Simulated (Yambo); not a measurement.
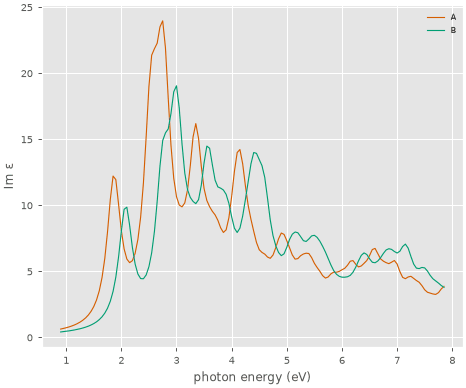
Figure: Two computed absorption spectra of Ag₂S (space group Cmc2_1, No. 36) (Yambo, PBEsol bands with the same scissor, field along x)

Axes are Cartesian, with cell vectors (Å) (2.39, -3.53, 0.00), (2.39, 3.53, 0.00), (0.00, 0.00, 7.59).

Which curve includes the electron-hole attraction (BSE)?

Curve A: the attraction moves weight to lower energy (centre of the plotted range 4.1 eV against 4.4 eV). Settings: 4×4×2 mesh, 26 valence and 10 conduction bands, static screening with 91 bands and a 3 Ry block, scissor 0.86 eV, Tamm-Dancoff. The scissor comes from a G0W0 run whose convergence isn't established. Broadening 0.15 eV. The band window holds all transitions up to 9.3 eV. On this mesh the peak heights and the fine structure are mesh artefacts; only the shift of weight is robust.

Spin-orbit coupling is not included.

Geometry of the Materials Project entry, not relaxed at this level; primitive cell a = b = 4.2646 Å, c = 7.5894 Å, α = β = 90.00°, γ = 111.83°.

The structure is a Materials Project entry; no match was found in the copy of COD used, and its stability was not checked.
